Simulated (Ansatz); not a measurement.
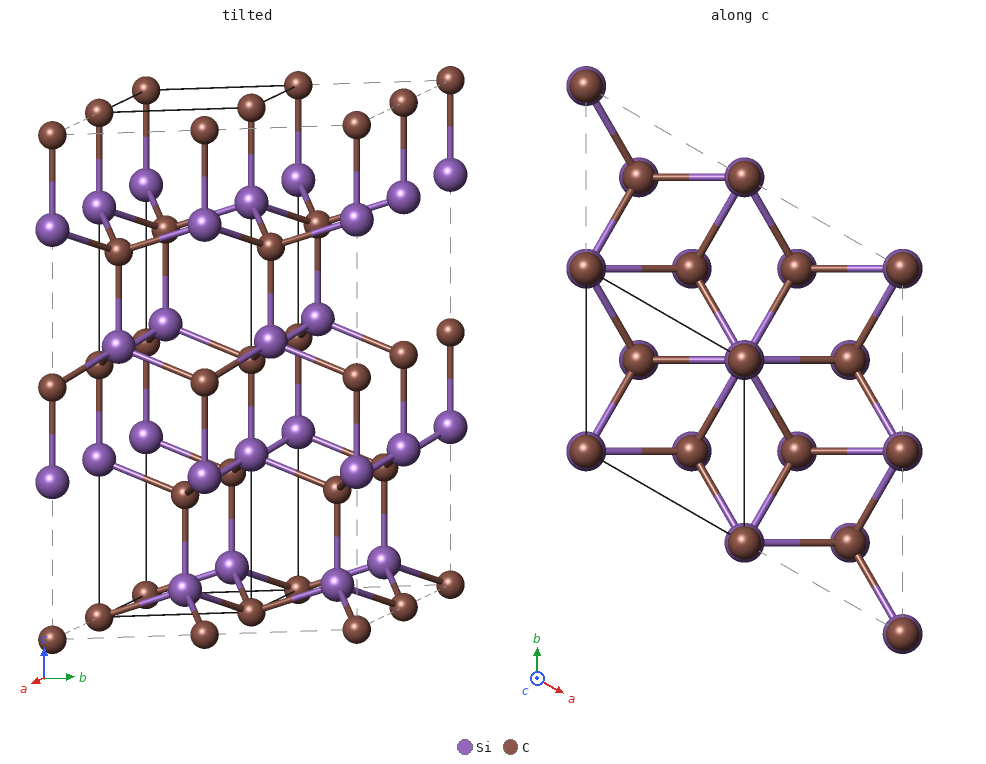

The figure gives a ball-and-stick picture of the atoms, viewed slightly off an axis and along the c axis. One conventional unit cell is drawn solid; the view covers 2×2×1 cells. Cell: a = 3.094 Å, b = 3.094 Å, c = 10.129 Å, α = 90.00°, β = 90.00°, γ = 120.00°.

State composition, symmetry and coordination.

Chemical formula SiC. It is primitive hexagonal, space group P6_3mc (No. 186). Content of the cell: 4 Si, 4 C (Z = 4). Si is coordinated by four C in a tetrahedral arrangement at about 1.9 Å. The C atoms are each bonded to four Si in a tetrahedral arrangement at about 1.9 Å. The bonds build a three-dimensional framework.

The initial geometry was a structure listed in the Materials Project. Earlier steps of the study may have refined or changed the cell and positions. A calculation with Ansatz used it as input.
